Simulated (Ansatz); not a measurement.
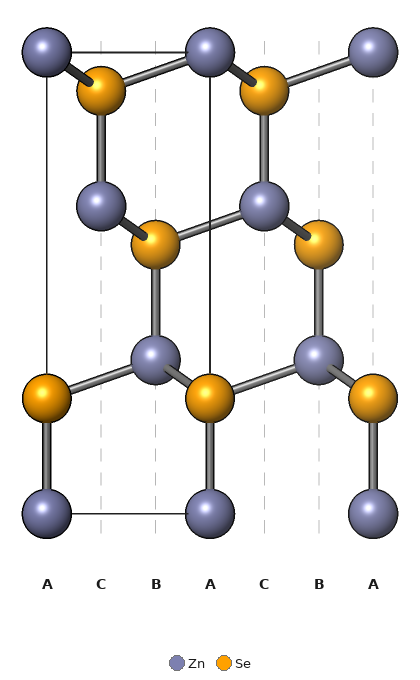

The picture looks along a close-packed row of the hexagonal mesh; [111] points upwards. The dashed lines mark the three columns A (0, 0), B (1/3, 2/3) and C (2/3, 1/3). The box is the hexagonal cell of the face-centred cubic lattice. The sequence starts with the first layer at or above the cell's origin.

ZnSe (space group F-43m, No. 216): the input geometry of an electronic-structure calculation (not necessarily at equilibrium).

**List the layers of one repeat.**

Zn(A) – Se(A) – Zn(B) – Se(B) – Zn(C) – Se(C) (six layers in 9.81 Å).

**How are the Se layers alone stacked?**

Se layers alone: ABC, the cubic close-packed type.

**Which positions between or in the Se layers do the other atoms fill?**

Zn: three tetrahedral sites (per hexagonal cell).

**What short polytype symbol fits?**

Polytype symbol 3C, the symbol of a tetrahedral polytype (number of double layers in the repeat and lattice).
